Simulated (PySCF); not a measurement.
# BH3 (SMILES [H]B([H])[H]) at CCSD(T)/6-31G

What is the energy change on altering one bond length of BH3 at CCSD(T)/6-31G? Input form: a Python script.

The results are computed with PySCF 2.14.0.

12 further runs of the same task are left out: 1 that didn't finish, 11 set aside as unsound or not needed.

## 1. The structure to begin with

The species is BH3 (4 atoms), meant as a singlet with charge 0. As SMILES, `[H]B([H])[H]`. Geometry: relaxed at GFN2-xTB.

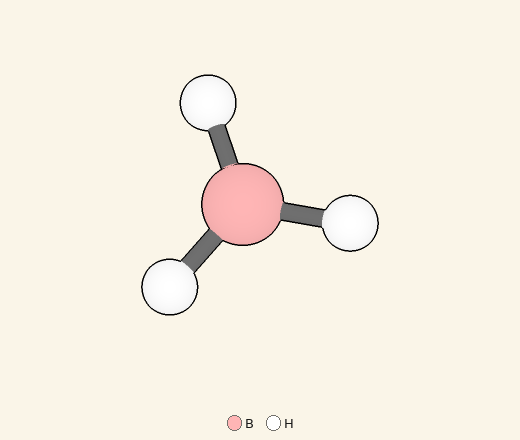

The structure, seen from a chosen angle (boron pink, hydrogen white).

## 2. The energy at CCSD(T)/6-31G

File calc.py:

```python
# BH3
from pyscf import gto, cc

mol = gto.Mole()
mol.atom = '''
B      0.000113     0.000057    -0.002646
H      2.199396    -0.057296     0.028875
H     -1.049441     1.933965    -0.035243
H     -1.150087    -1.876725     0.009014
'''
mol.unit = 'bohr'
mol.max_memory = 1860
mol.spin = 0
mol.charge = 0
mol.verbose = 4
mol.basis = '6-31g'
mol.build()

mf = mol.RHF()
mf.conv_tol = 1e-10
mf.kernel()
if not mf.converged:
    mf = mf.newton().run(mf.mo_coeff, mf.mo_occ)

mycc = cc.CCSD(mf, frozen=1)
mycc.kernel()
e_t = mycc.ccsd_t()
etot = mycc.e_tot + e_t
print(f'total energy: {etot:.8f} hartree')
```

Run with:

```sh
$ OMP_NUM_THREADS=1 python calc.py
```

What it wrote:

```text
PySCF version 2.14.0

[INPUT] num. atoms = 4
[INPUT] num. electrons = 8
[INPUT] charge = 0
[INPUT] spin (= nelec alpha-beta = 2S) = 0
[INPUT] symmetry False subgroup None
[INPUT] Mole.unit = bohr
[INPUT] Symbol           X                Y                Z      unit          X                Y                Z       unit  Magmom
[INPUT]  1 B      0.000059797025   0.000030163101  -0.001400202900 AA    0.000113000000   0.000057000000  -0.002646000000 Bohr   0.0
[INPUT]  2 H      1.163870240989  -0.030319737477   0.015279991965 AA    2.199396000000  -0.057296000000   0.028875000000 Bohr   0.0
[INPUT]  3 H     -0.555340261405   1.023410204717  -0.018649792444 AA   -1.049441000000   1.933965000000  -0.035243000000 Bohr   0.0
[INPUT]  4 H     -0.608599830975  -0.993120101164   0.004770003379 AA   -1.150087000000  -1.876725000000   0.009014000000 Bohr   0.0

nuclear repulsion = 7.60308074838006
number of shells = 11
number of NR pGTOs = 34
number of NR cGTOs = 15
basis = 6-31g
ecp = {}

******** <class 'pyscf.scf.hf.RHF'> ********
method = RHF
initial guess = minao
damping factor = 0
level_shift factor = 0
DIIS = <class 'pyscf.scf.diis.CDIIS'>
diis_start_cycle = 1
diis_space = 8
diis_damp = 0
SCF conv_tol = 1e-10
SCF conv_tol_grad = None
SCF max_cycles = 50
direct_scf = True
direct_scf_tol = 1e-13
Set gradient conv threshold to 1e-05
Initial guess from minao.
init E= -26.1354807490918
  HOMO = -0.384772098962881  LUMO = -0.0132066145056846  gap/eV = 10.11081
cycle= 1 E= -26.3636155136479  delta_E= -0.228  |g|= 0.159  |ddm|=  1.3
  HOMO = -0.512691269568867  LUMO = 0.0688766221007164  gap/eV = 15.82527
cycle= 2 E= -26.3753736610115  delta_E= -0.0118  |g|= 0.0376  |ddm|= 0.204
  HOMO = -0.496459218156871  LUMO = 0.0904124372555504  gap/eV = 15.96959
cycle= 3 E= -26.3760647570321  delta_E= -0.000691  |g|= 0.00691  |ddm|= 0.0536
  HOMO = -0.500049518534346  LUMO = 0.0870293560636313  gap/eV = 15.97523
cycle= 4 E= -26.3760940005014  delta_E= -2.92e-05  |g|= 0.000694  |ddm|= 0.0144
  HOMO = -0.500116283742491  LUMO = 0.0870184209564031  gap/eV = 15.97675
cycle= 5 E= -26.3760943362011  delta_E= -3.36e-07  |g|= 7.41e-05  |ddm|= 0.00245
  HOMO = -0.500107774884378  LUMO = 0.0870386481215581  gap/eV = 15.97707
cycle= 6 E= -26.3760943405621  delta_E= -4.36e-09  |g|= 6.28e-06  |ddm|= 0.00041
  HOMO = -0.500105530716247  LUMO = 0.0870389499854574  gap/eV = 15.97702
cycle= 7 E= -26.37609434059  delta_E= -2.8e-11  |g|= 3.08e-07  |ddm|= 3.39e-05
  HOMO = -0.500105682490349  LUMO = 0.087038953661206  gap/eV = 15.97702
Extra cycle  E= -26.3760943405901  delta_E= -7.82e-14  |g|= 6.64e-08  |ddm|= 1.04e-06
converged SCF energy = -26.3760943405901

******** <class 'pyscf.cc.ccsd.CCSD'> ********
CC2 = 0
CCSD nocc = 3, nmo = 14
frozen orbitals 1
max_cycle = 50
direct = 0
conv_tol = 1e-07
conv_tol_normt = 1e-05
diis_space = 6
diis_start_cycle = 0
diis_start_energy_diff = 1e+09
Init t2, MP2 energy = -26.430308604618  E_corr(MP2) -0.0542142640279065
Init E_corr(CCSD) = -0.0542142640279086
cycle = 1  E_corr(CCSD) = -0.0660876618713303  dE = -0.0118733978  norm(t1,t2) = 0.0287723
cycle = 2  E_corr(CCSD) = -0.0691195428678422  dE = -0.003031881  norm(t1,t2) = 0.00962539
cycle = 3  E_corr(CCSD) = -0.0705517165174515  dE = -0.00143217365  norm(t1,t2) = 0.00387539
cycle = 4  E_corr(CCSD) = -0.0705165505802274  dE = 3.51659372e-05  norm(t1,t2) = 0.000688341
cycle = 5  E_corr(CCSD) = -0.0705160574639153  dE = 4.93116312e-07  norm(t1,t2) = 0.000121847
cycle = 6  E_corr(CCSD) = -0.0705161955735138  dE = -1.38109598e-07  norm(t1,t2) = 1.73737e-05
cycle = 7  E_corr(CCSD) = -0.0705158846564431  dE = 3.10917071e-07  norm(t1,t2) = 4.42046e-06
cycle = 8  E_corr(CCSD) = -0.0705159052193294  dE = -2.05628863e-08  norm(t1,t2) = 1.19414e-06
CCSD converged
E(CCSD) = -26.44661024580943  E_corr = -0.07051590521932943
CCSD(T) correction = -0.000774494874587716
total energy: -26.44738474 hartree
```

Run time: 0.91 s. Hardware: 1 thread of Arm Neoverse V1, shared host; peak memory 0.12 GiB.

## 3. The distorted shape

File run.py:

```python
from pyscf import gto, scf, cc

mol = gto.M(
    atom=[
    ('B', (0.999772, -1.842040, 0.029650)),
    ('H', (2.163582, -1.872390, 0.046330)),
    ('H', (-0.555340, 1.023410, -0.018650)),
    ('H', (0.391112, -2.835190, 0.035820)),
],
    basis='6-31g',
    spin=0,
    charge=0,
    verbose=3,
    max_memory=1860,
)

myscf = scf.RHF(mol)
myscf.conv_tol = 1e-10
myscf.kernel()
if not myscf.converged:
    myscf = myscf.newton().run(myscf.mo_coeff, myscf.mo_occ)

mycc = cc.CCSD(myscf, frozen=1)
mycc.kernel()
e_t = mycc.ccsd_t()
e_final = mycc.e_tot + e_t
print(f'total energy: {e_final:.8f} hartree')
```

Run with:

```sh
$ OMP_NUM_THREADS=1 python run.py
```

What it wrote:

```text
converged SCF energy = -26.1218417533859
E(CCSD) = -26.28616862024074  E_corr = -0.1643268668548231
CCSD(T) correction = -0.0098617970542369
total energy: -26.29603042 hartree
```

It took 0.85 s on 1 thread of Arm Neoverse V1, shared host; peak memory 0.1 GiB.

## 4. Outcome

At CCSD(T)/6-31G, 1 core orbital frozen:

```
                                                         quantity         value
                                        first shape: total energy  -26.44738 Eh
                first shape: dipole moment (Hartree–Fock density)        0.01 D
                 first shape: HOMO energy (Hartree–Fock orbitals)     -13.61 eV
                 first shape: LUMO energy (Hartree–Fock orbitals)       2.37 eV
               first shape: HOMO–LUMO gap (Hartree–Fock orbitals)      15.98 eV
          first shape: correlation energy (1 core orbital frozen)     -71.3 mEh
                                      first shape: (T) correction     -0.77 mEh
                                       first shape: T1 diagnostic         0.003
                                    distorted shape: total energy  -26.29603 Eh
            distorted shape: dipole moment (Hartree–Fock density)        4.08 D
             distorted shape: HOMO energy (Hartree–Fock orbitals)      -7.28 eV
             distorted shape: LUMO energy (Hartree–Fock orbitals)      -0.60 eV
           distorted shape: HOMO–LUMO gap (Hartree–Fock orbitals)       6.68 eV
      distorted shape: correlation energy (1 core orbital frozen)    -174.2 mEh
                                  distorted shape: (T) correction     -9.86 mEh
                                   distorted shape: T1 diagnostic         0.083
energy change with the B1–H3 bond stretched from 1.165 to 3.261 Å      4.119 eV
```

In words: One bond (distorted shape) is far stretched, which a spin-restricted single reference describes badly; perturbation theory on it can break down and give far too much correlation. With the B1–H3 bond stretched from 1.165 to 3.261 Å the energy rises by 4.12 eV (95 kcal/mol). The first shape isn't relaxed at this level, so the change isn't measured from a minimum. A restricted reference can't describe the breaking bond well at this length. The triples (first shape) make up 1.1 % of the correlation energy. The T1 diagnostic (distorted shape) of 0.083 is above the customary mark for such species, so a single reference may not serve. The triples (distorted shape) make up 5.7 % of the correlation energy.
